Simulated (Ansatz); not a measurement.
BClH···HCl (doublet)

The calculation's input:

```
crystal:
  periodic: [false, false, false]
  atoms:
    - { symbol: B, position_ang: [0.0, 0.0, 0.0] }
    - { symbol: H, position_ang: [0.0, 0.0, 1.44] }
    - { symbol: Cl, position_ang: [1.6108, 0.0, -0.93] }
    - { symbol: H, position_ang: [-1.0305, 0.0, -0.595] }
    - { symbol: Cl, position_ang: [0.0, 0.0, 3.11] }
magnetization:
  spin_polarized: true
  initial_magnetization: 1
basis:
  gaussian: { orbitals: def2-SVP }
hamiltonian:
  xc: revpbe
  dispersion: d4
relax:
  f_tol: 0.15
  max_steps: 25
  restrain:
    - { distance: [1, 4], at: 1.37, k: 30.0 }
    - { distance: [0, 1], at: 2.39, k: 30.0 }
output:
  orbitals: {}
```

Command:

```sh
ansatz run input.yaml --threads 1 --pin off --max-ram 2048MiB --backend cpu --events-out ev --progress --plain --runs-dir out
```

The fields are those of the run's last geometry, not of the input's.

Not at a stationary point (largest force 0.7 eV/Å).

Theory: UKS revPBE-D4/def2-SVP (Ansatz 0.2.0).

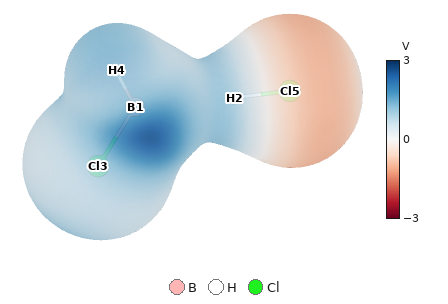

Figure 1. The electrostatic potential painted on the density surface at 0.004 e/bohr³, seen at a tilt; the colour scale runs from red (negative) to blue (positive).

Describe the electrostatic potential map.

The most negative region (about −0.9 V, or −21 kcal/mol for a unit charge) lies over Cl5, the most positive (about +2.4 V, or +55 kcal/mol for a unit charge) over B1. Cl3 shows a σ-hole: about +1.2 V, or +28 kcal/mol for a unit charge at the tip opposite its bond, against about +0.5 V, or +12 kcal/mol for a unit charge on its flanks. Cl5 shows a σ-hole: about +0.2 V at the tip opposite its bond, against about −0.9 V, or −21 kcal/mol for a unit charge on its flanks.

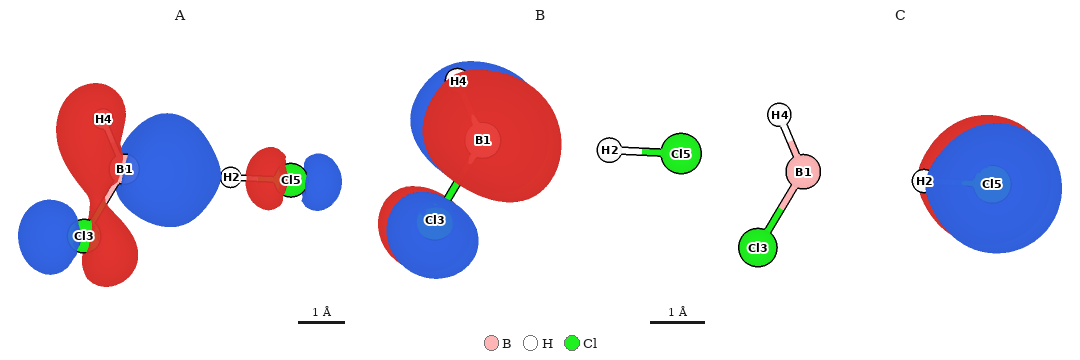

Figure 2. Three frontier orbitals at ±0.1 Å⁻³ᐟ² (blue and red are the two phases), in no order.

Which picture is the HOMO−1, the HOMO and the LUMO? All are α orbitals.

C is the HOMO−1 (α) (−6.94 eV). Its weight (Hirshfeld) is mainly on Cl5 (about 95 %); it changes sign across the molecular plane (π type). A is the HOMO (α) (−5.44 eV). Its weight (Hirshfeld) is mainly on B1 (about 55 %), Cl3 (about 20 %), H4 (about 10 %) and Cl5 (about 5 %); it is symmetric in the molecular plane (an in-plane orbital: σ, lone-pair or in-plane π type). B is the LUMO (α) (−3.46 eV). It lies mainly on B1 (about 70 %), Cl3 (about 20 %) and H4 (about 5 %); it changes sign across the molecular plane (π type); π-antibonding (a node) across B1–Cl3.

What is the gap between the highest occupied and lowest empty α orbitals?

1.98 eV between the orbital energies.

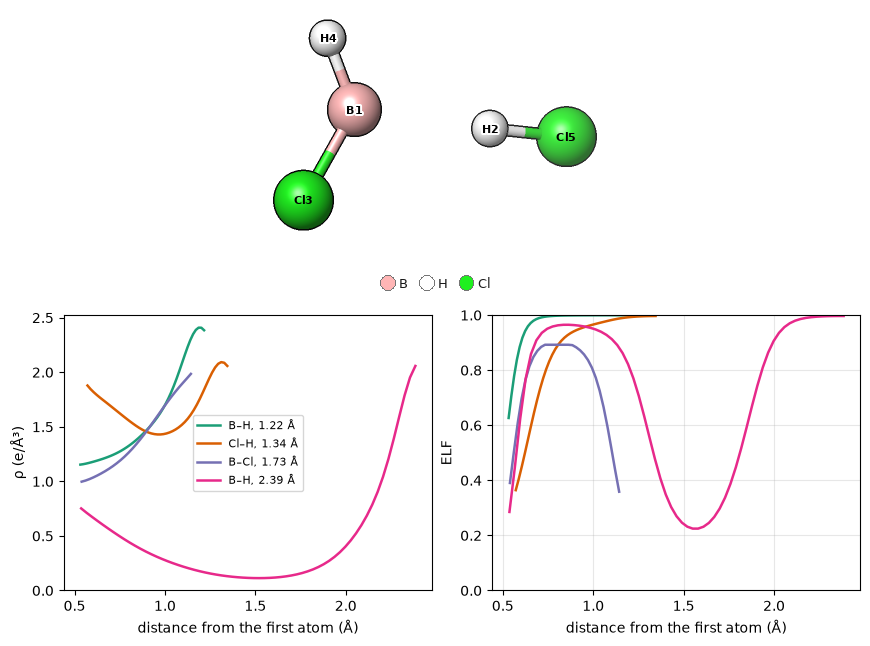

Figure 3. Total electron density and ELF along straight lines between neighbouring atoms. The curves leave out the atomic cores. The structure is drawn too.

What can be read from the curves?

B–H (1.22 Å): ρ at the midpoint is about 1.2 e/Å³; the ELF climbs to about 1 towards the hydrogen, as it does in any bond to H; an ordinary covalent bond to hydrogen.
Cl–H (1.34 Å): ρ at the midpoint is about 1.7 e/Å³; the ELF climbs to about 1 towards the hydrogen.
B–Cl (1.73 Å): ρ at the midpoint is about 1.4 e/Å³; the ELF peaks at about 0.90 between the atoms (a polar covalent bond).
B1···H2 (2.39 Å): the density falls to about 0.11 e/Å³ on the way; the ELF dips to about 0.20 between them.
